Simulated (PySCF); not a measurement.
# Re: atomic calculation

System: Re, configuration 1s2 2s2 2p6 3s2 3p6 3d10 4s2 4p6 4d10 4f14 5s2 5p6 5d4 6s2 6p1, multiplicity 6.
Method: unrestricted wB97X, aug-cc-pVDZ-PP with ECP60, scalar-relativistic core potential (PySCF).

**Output (extracts)**
```
damping factor = 0
level_shift factor = 0
DIIS = <class 'pyscf.scf.diis.CDIIS'>
diis_start_cycle = 1
diis_space = 10
diis_damp = 0
SCF conv_tol = 1e-09
SCF conv_tol_grad = None
number electrons alpha = 10  beta = 5
XC functionals = WB97X
    J.-D. Chai and M. Head-Gordon.,  J. Chem. Phys. 128, 084106 (2008)
cycle= 1 E= -78.2726620036688  delta_E= -0.00629  |g|= 0.021  |ddm|= 0.277
cycle= 2 E= -78.2734676615669  delta_E= -0.000806  |g|= 0.0102  |ddm|= 0.0532
cycle= 3 E= -78.2739264688478  delta_E= -0.000459  |g|= 0.00861  |ddm|= 0.0336
cycle= 4 E= -78.2744730152361  delta_E= -0.000547  |g|= 0.00943  |ddm|= 0.0293
cycle= 5 E= -78.2723686685858  delta_E= 0.0021  |g|= 0.00702  |ddm|= 0.161
cycle= 6 E= -78.2722664230134  delta_E= 0.000102  |g|= 0.00415  |ddm|= 0.0312
cycle= 7 E= -78.2722722378779  delta_E= -5.81e-06  |g|= 0.00178  |ddm|= 0.0328
cycle= 8 E= -78.2723165439539  delta_E= -4.43e-05  |g|= 0.00137  |ddm|= 0.0161
cycle= 9 E= -78.272367961645  delta_E= -5.14e-05  |g|= 0.000456  |ddm|= 0.0338
cycle= 10 E= -78.2723712530095  delta_E= -3.29e-06  |g|= 0.000105  |ddm|= 0.00914
cycle= 11 E= -78.2723712917587  delta_E= -3.87e-08  |g|= 4.57e-05  |ddm|= 0.00117
cycle= 12 E= -78.2723712936907  delta_E= -1.93e-09  |g|= 1.86e-05  |ddm|= 0.000268
cycle= 13 E= -78.2723712941147  delta_E= -4.24e-10  |g|= 1.11e-06  |ddm|= 9.14e-05
converged SCF energy = -78.2723712941147  <S^2> = 8.8003978  2S+1 = 6.0167758
```

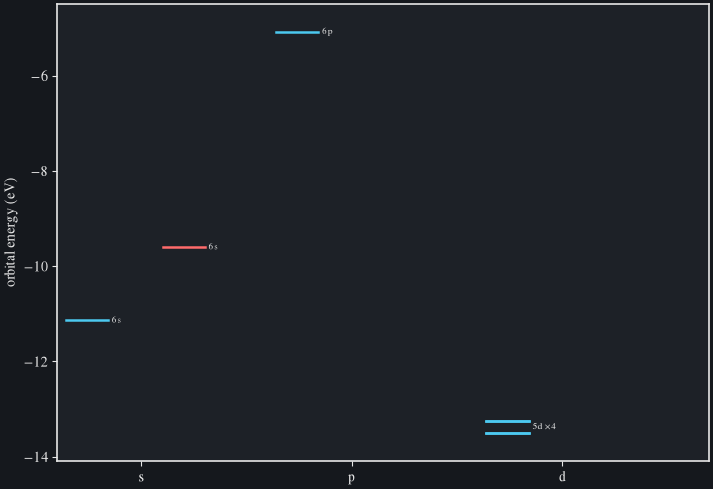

Fig. 1: Orbital energies of the mean field, from the top down to −13.5 eV, by angular momentum, α spin at the left of each column and β at the right; ×n counts the orbitals under one label. The highest filled orbital is 6p α at −5.08 eV, the lowest empty one d α at −4.69 eV.

**Input file**
```python
from pyscf import gto, scf, dft, mp, cc
mol = gto.M(atom="Re 0 0 0", charge=0, spin=5, symmetry="D2h",
            basis="aug-cc-pVDZ-PP",
            ecp="aug-cc-pVDZ-PP")
mf = dft.UKS(mol, xc="WB97X")
mf.irrep_nelec = {'Ag': (3, 2), 'B1g': (1, 0), 'B2g': (1, 0), 'B3g': (1, 0), 'B1u': (2, 1), 'B2u': (1, 1), 'B3u': (1, 1)}
mf.kernel()
```

The script is an equivalent of what the driver set up; the driver started from orbitals of its own, so the log can be shorter than this script's would be, and it computed the properties (radii, ⟨L²⟩, response) afterwards. It held the occupations shell by shell, which the script's counts by irreducible representation don't always enforce.

**Summary**

- outcome: converged
- total energy (valence electrons, under a core potential): −78.272371 hartree
- ⟨S²⟩: 8.800
- ⟨L²⟩: 8.12
- SCF iterations: 13
- hardware: 1 CPU thread, shared host
- CPU time: 1.3 s (integrals apart)

**Notes**

This is not the ground configuration of the species. ⟨L²⟩ departs from that of the intended term, so the determinant mixes terms.
